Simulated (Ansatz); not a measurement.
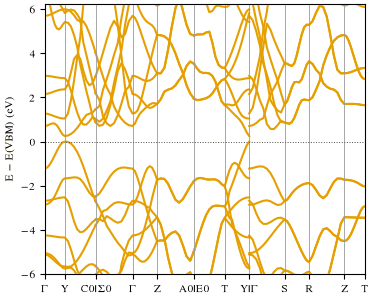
Figure. Band structure from r²SCAN (plane waves, PAW; program Ansatz)

### Question
Read off the gap and where the band edges lie.

### Answer
About 0.3 eV (0.25 eV by a search for the band edges); maximum at Y, minimum at Y.

The material is P (black phosphorus, Cmce).

The cell was relaxed with r²SCAN under the symmetry of its start. A crystal of weakly bound layers computed without a dispersion correction: the cell and the soft elastic constants depend strongly on that.

Potentials: the earlier of the program's two PAW sets.
